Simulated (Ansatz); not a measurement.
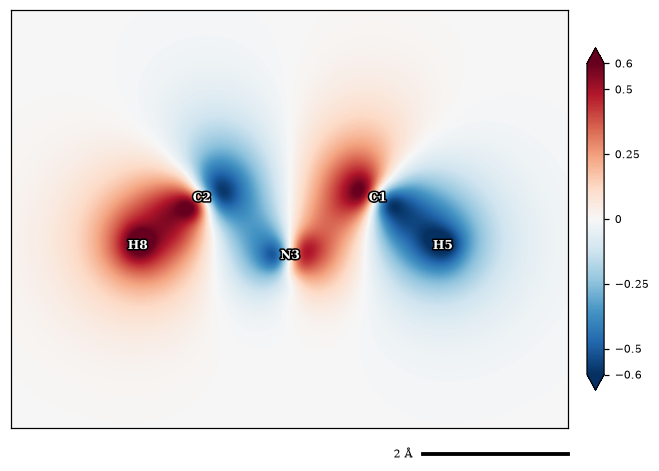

C2H7N. The HOMO−1 on the plane of atoms C1, N3 and C2 (values in Å⁻³ᐟ²; the overall sign is arbitrary).

Geometry: PBE-D3(BJ)/def2-SVP.

All numbers below come from isolated molecule in a Gaussian basis; Kohn-Sham density functional theory, functional PBE0 in Ansatz.

The calculation's input:

```
crystal:
  periodic: [false, false, false]
  atoms:
    - {symbol: C, position_ang: [-0.142866, -0.663818, 0.155774]}
    - {symbol: C, position_ang: [1.968499, 0.157136, 1.022137]}
    - {symbol: N, position_ang: [0.618250, -0.274189, 1.326581]}
    - {symbol: H, position_ang: [-0.299618, 0.218558, -0.502324]}
    - {symbol: H, position_ang: [-1.146015, -1.030188, 0.454597]}
    - {symbol: H, position_ang: [0.337159, -1.457028, -0.480173]}
    - {symbol: H, position_ang: [0.645486, -1.051125, 1.996392]}
    - {symbol: H, position_ang: [2.515976, 0.393195, 1.957217]}
    - {symbol: H, position_ang: [2.583808, -0.583243, 0.441386]}
    - {symbol: H, position_ang: [1.938629, 1.089097, 0.416485]}
basis:
  gaussian: {orbitals: def2-TZVPD}
hamiltonian: {xc: {name: PBE0}}
output: {forces: true, orbitals: {seedname: orbitals}}
```

Run with:

```sh
ansatz run input.yaml --threads 1 --pin off --max-ram 2610MiB --events-out events.jsonl --progress --plain --runs-dir runs
```

> What is the character of this orbital?

It lies mainly on C1 (about 25 %), C2 (about 25 %), H8 (about 15 %), H5 (about 15 %) and N3 (about 10 %). Its energy is −10.11 eV.
